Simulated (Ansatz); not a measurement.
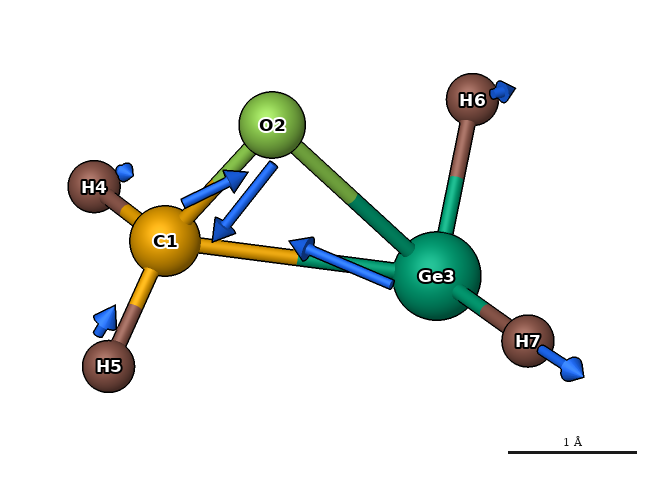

Arrows show the forces on the atoms, 0.2 Å of arrow for 1 eV/Å; forces under a tenth of the largest aren't drawn. Level of theory: PBE0-D4/def2-TZVPP (Ansatz 0.2.0).

On which atom is the force largest, and how large is it?

Answer. On Ge3: 4.74 eV/Å.

List the force components in the frame of the picture (x right, y up, z towards the viewer), in eV/Å.

```
atom     Fx     Fy     Fz
  C1   2.61   1.27  −0.29
  O2  −2.45  −3.11  −0.94
 Ge3  −4.08   1.73  −1.67
  H4   0.56  −0.25   0.65
  H5   0.71   1.20   0.63
  H6   0.96   0.25  −0.62
  H7   1.69  −1.10   2.24
```
